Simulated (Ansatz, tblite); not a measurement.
# Al9N9 wurtzite bond sphere (Al9N9H26): spin-state energies by level

Aim: set other spin states of Al9N9 wurtzite bond sphere (Al9N9H26) against its singlet, on many levels of theory.

Computed with Ansatz 0.2.0, Gaussian basis. Level: as each input shows.

Plan: triplet, at the geometry of the singlet (GFN1-xTB, GFN2-xTB, PBE0-D4/def2-TZVP, PBE-D4/def2-TZVP); the singlet's energies come from earlier runs.

## Step 1: The structure

The geometry is that of the singlet, from an earlier relaxation (PBE-D4/def2-SVP).

44 atoms, charge 0, spin multiplicity 1.

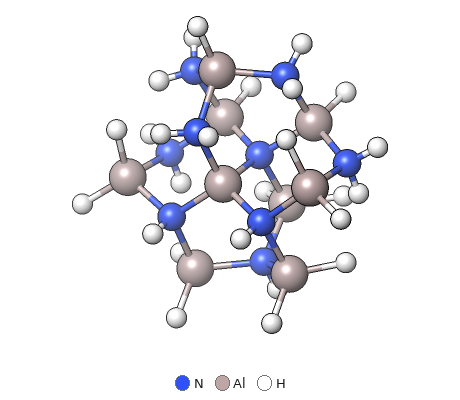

The structure; nitrogen blue, aluminium light grey, hydrogen white.

## Step 2: Triplet at the fixed geometry, GFN1-xTB

Tight binding, by tblite at 300 K electronic temperature and without a spin-polarisation term:

```python
tblite.interface.Calculator('GFN1-xTB', numbers, positions, charge=0, uhf=2).singlepoint()
```

Energy -1487.4535 eV; 0.25 s.

## Step 3: Triplet at the fixed geometry, GFN2-xTB

Tight binding, by tblite at 300 K electronic temperature and without a spin-polarisation term:

```python
tblite.interface.Calculator('GFN2-xTB', numbers, positions, charge=0, uhf=2).singlepoint()
```

Energy -1353.6542 eV; 0.32 s.

## Step 4: Triplet at the fixed geometry, PBE0-D4/def2-TZVP

The input, in.yaml:

```yaml
crystal:
  periodic: [false, false, false]
  atoms:
    - {symbol: N, position_ang: [0.856731, -3.101325, -0.334638]}
    - {symbol: Al, position_ang: [-0.847914, -2.291203, 0.135039]}
    - {symbol: N, position_ang: [-0.672644, -2.228431, 2.127348]}
    - {symbol: Al, position_ang: [-0.850807, -0.492824, -2.270839]}
    - {symbol: N, position_ang: [-0.781978, -0.451247, -0.307264]}
    - {symbol: Al, position_ang: [-2.408640, 0.411895, 0.133371]}
    - {symbol: Al, position_ang: [-0.835341, -0.479967, 2.936077]}
    - {symbol: N, position_ang: [-2.267831, 0.534422, 2.125494]}
    - {symbol: N, position_ang: [-2.256756, 2.292643, -0.338207]}
    - {symbol: Al, position_ang: [2.472939, -2.269045, 0.430747]}
    - {symbol: Al, position_ang: [2.381981, -0.536284, -2.279840]}
    - {symbol: N, position_ang: [0.761577, 0.437612, -2.776682]}
    - {symbol: N, position_ang: [2.310647, -0.485733, -0.297301]}
    - {symbol: Al, position_ang: [0.766647, 0.442853, 0.258344]}
    - {symbol: N, position_ang: [0.730921, 0.423191, 2.234159]}
    - {symbol: Al, position_ang: [0.728413, 2.328262, -2.281219]}
    - {symbol: N, position_ang: [0.735052, 2.243920, -0.298455]}
    - {symbol: Al, position_ang: [-0.728611, 3.276253, 0.428565]}
    - {symbol: H, position_ang: [0.846808, -4.114780, -0.140499]}
    - {symbol: H, position_ang: [0.989336, -3.032019, -1.365641]}
    - {symbol: H, position_ang: [-2.152794, -3.164192, -0.151360]}
    - {symbol: H, position_ang: [-1.284485, -2.930845, 2.570555]}
    - {symbol: H, position_ang: [0.304324, -2.525770, 2.343007]}
    - {symbol: H, position_ang: [-0.825139, -2.078229, -2.616527]}
    - {symbol: H, position_ang: [-2.210875, 0.320716, -2.620233]}
    - {symbol: H, position_ang: [-3.817555, -0.280884, -0.153920]}
    - {symbol: H, position_ang: [-0.938263, -0.537816, 4.528633]}
    - {symbol: H, position_ang: [-3.181943, 0.356258, 2.569135]}
    - {symbol: H, position_ang: [-2.036725, 1.529613, 2.339307]}
    - {symbol: H, position_ang: [-2.128387, 2.371821, -1.369040]}
    - {symbol: H, position_ang: [-3.139539, 2.791364, -0.146343]}
    - {symbol: H, position_ang: [3.818062, -3.037483, 0.032617]}
    - {symbol: H, position_ang: [2.135414, -2.205692, 2.043000]}
    - {symbol: H, position_ang: [2.172326, -2.102169, -2.669090]}
    - {symbol: H, position_ang: [3.719036, 0.211581, -2.760878]}
    - {symbol: H, position_ang: [0.778874, 0.447180, -3.813689]}
    - {symbol: H, position_ang: [3.158423, 0.040005, -0.024966]}
    - {symbol: H, position_ang: [1.584017, -0.043589, 2.585597]}
    - {symbol: H, position_ang: [0.753012, 1.395873, 2.584235]}
    - {symbol: H, position_ang: [-0.731943, 2.929725, -2.672128]}
    - {symbol: H, position_ang: [2.045184, 3.111227, -2.761816]}
    - {symbol: H, position_ang: [1.614338, 2.715197, -0.026305]}
    - {symbol: H, position_ang: [-0.844109, 2.952487, 2.040891]}
    - {symbol: H, position_ang: [-0.721775, 4.825441, 0.030788]}
basis:
  gaussian: {orbitals: def2-TZVP, fitting: {mean_field: def2-universal-jkfit}}
magnetization: {spin_polarized: true, initial_magnetization: 2}
hamiltonian: {xc: pbe0, dispersion: d4}
scf: {omitted_lower_state_checks: [starts]}
output: {orbitals: {seedname: orbitals}}
```

Command:

```console
ansatz run in.yaml --threads 2 --pin off --events-out ev --progress --plain --max-ram 32768MiB --backend cuda --devices 0, --max-vram 18GiB
```

What it wrote:

```text
Functional definition: PBE0
  name "PBE0"
  cite "Adamo & Barone, J. Chem. Phys. 110, 6158 (1999) doi:10.1063/1.478522"
  cite "Perdew, Burke & Ernzerhof, Phys. Rev. Lett. 77, 3865 (1996) doi:10.1103/PhysRevLett.77.3865"
  parent pbe
  parameter a = 0.25
  parameter kappa = 0.804
  parameter beta = 0.06672455060314922
  exchange = (1 - a)*pbe_x(kappa = kappa, mu = beta*pi^2/3) + a*exact_x
  correlation = pbe_c(beta = beta)
these checks for a lower state are left out or cut short: starts
2313 factors; integrals over basis functions are off by at most 6.0e-1 eV
mean field evaluation 1: about -73134.2407 eV, gradient 1.2e2 eV
mean field evaluation 2: about -72959.2629 eV, gradient 2.2e2 eV
mean field evaluation 4: about -73176.7530 eV, gradient 4.0e1 eV
mean field evaluation 8: about -73186.7395 eV, gradient 1.7e0 eV
mean field evaluation 16: about -73186.7759 eV, gradient 3.9e-2 eV
mean field evaluation 32: about -73186.7765 eV, gradient 3.1e-5 eV
mean field -73186.77648492 eV, -2689.5644280421 hartree, gradient 8.5e-6 eV, S^2 2.006486; 0 other end points of the search recorded, 0 dependent functions left out
reference -73186.77656382 eV, -2689.5644309416 hartree; 104, 102 occupied and 664, 666 virtual orbitals, 2313 factors
Total energy: -73188.96427965 eV, -2689.6448280153 hartree
Checks for a lower state left out: starts
```

Wall time 28 s (1 × H100 (card shared with other runs) with 2 threads of AMD EPYC 7R13, shared host); peak host memory 1.5 GiB.

HOMO -1.59 eV, LUMO -6.81 eV (over both spins; with the spin held, an empty level of the minority spin lies below the top filled one); ⟨S²⟩ 2.006 (pure: 2.00).

## Step 5: Triplet at the fixed geometry, PBE-D4/def2-TZVP

start.molden holds the orbitals of an earlier run on this state, given as this run's starting guess.

Changes to in.yaml since step 4:

```diff
@@ -48,5 +48,5 @@
 basis:
-  gaussian: {orbitals: def2-TZVP, fitting: {mean_field: def2-universal-jkfit}}
+  gaussian: {orbitals: def2-TZVP, fitting: {mean_field: def2-universal-jkfit}, initial_orbitals: start.molden}
 magnetization: {spin_polarized: true, initial_magnetization: 2}
-hamiltonian: {xc: pbe0, dispersion: d4}
+hamiltonian: {xc: pbe, dispersion: d4}
 scf: {omitted_lower_state_checks: [starts]}
```

The command is unchanged.

What it wrote:

```text
Functional definition: PBE
  name "PBE"
  cite "Perdew, Burke & Ernzerhof, Phys. Rev. Lett. 77, 3865 (1996) doi:10.1103/PhysRevLett.77.3865"
  parent pbe
  parameter kappa = 0.804
  parameter beta = 0.06672455060314922
  exchange = pbe_x(kappa = kappa, mu = beta*pi^2/3)
  correlation = pbe_c(beta = beta)
these checks for a lower state are left out or cut short: starts
2313 factors; integrals over basis functions are off by at most 6.0e-1 eV
mean field evaluation 1: about -73179.7577 eV, gradient 1.6e1 eV
mean field evaluation 2: about -73180.2305 eV, gradient 5.8e-1 eV
mean field evaluation 4: about -73180.2605 eV, gradient 1.1e0 eV
mean field evaluation 8: about -73180.2860 eV, gradient 1.9e-3 eV
mean field evaluation 16: about -73180.2860 eV, gradient 6.4e-5 eV
mean field -73180.28598621 eV, -2689.3259066140 hartree, gradient 2.9e-6 eV, S^2 2.001623; 0 other end points of the search recorded, 0 dependent functions left out
reference -73180.28609361 eV, -2689.3259105606 hartree; 104, 102 occupied and 664, 666 virtual orbitals, 2313 factors
Total energy: -73182.74827135 eV, -2689.4163939238 hartree
Checks for a lower state left out: starts
```

It took 26 s on 1 × H100 (card shared with other runs) with 2 threads of AMD EPYC 7R13, shared host; peak host memory 1.4 GiB.

HOMO -1.49 eV, LUMO -6.65 eV (over both spins; with the spin held, an empty level of the minority spin lies below the top filled one); ⟨S²⟩ 2.002 (pure: 2.00).

## Step 6: Triplet less singlet, vertical

The singlet's energies are those of its earlier runs, whose logs aren't repeated here.

```csv
level,"triplet less singlet, vertical (eV)",time
GFN1-xTB,+4.815,0.42 s
GFN2-xTB,+5.333,0.46 s
PBE-D4/def2-TZVP,+4.995,40 s
PBE0-D4/def2-TZVP,+6.010,39 s
```

Times add the two runs; a level without a time comes out of a correlated run. Tight binding without a spin term can't rank spin states.

## Step 7: Results

| quantity | value |
| --- | --- |
| triplet less singlet, vertical, functionals in def2-TZVP | +4.995 (PBE-D4) to +6.010 eV (PBE0-D4) |

What this shows: All functionals put the triplet above the singlet, over a spread of 1.015 eV. The checks for a lower triplet were left out, so another state of that spin may lie lower. These are electronic energies, without zero-point motion, entropy or surroundings.
